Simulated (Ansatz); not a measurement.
| atom | x (Å) | y (Å) | z (Å) |
| --- | --- | --- | --- |
| Si | -0.2560 | -0.0607 | 0.4801 |
| F | 1.2409 | -0.3188 | -0.0778 |
| H | -1.1567 | -0.7390 | -0.4741 |
| H | -0.4102 | 1.4031 | 0.5742 |
| N | -0.5200 | -0.7252 | 2.0182 |
| H | 1.1916 | 0.7168 | -1.9404 |
| O | 0.5088 | 1.1629 | -2.4508 |
| H | -0.6754 | -1.7094 | 2.1584 |
| H | -0.1951 | -0.2734 | 2.8565 |
| H | 0.2718 | 0.5436 | -3.1445 |

The reactant side of a reaction path; geometry: PBE0-D4/def2-TZVP.

Computed with RKS PBE0-D4/def2-TZVPP (Ansatz 0.2.0).

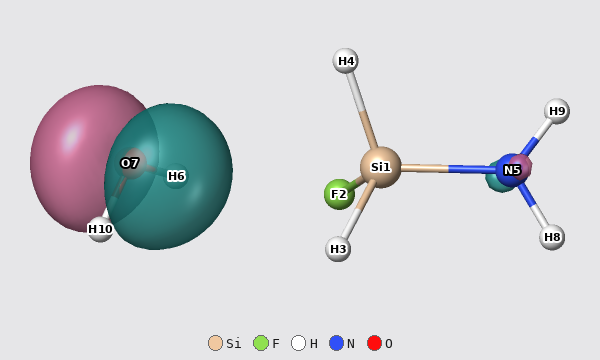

FH4NSi···H2O. The HOMO−1 at ±0.15 Å⁻³ᐟ² (teal and pink are the two phases), seen at a tilt.

### Describe this orbital and give its energy.

By Hirshfeld shares it lies mainly on O7 (about 85 %); largely a lone pair of O7. Its energy is −8.77 eV.
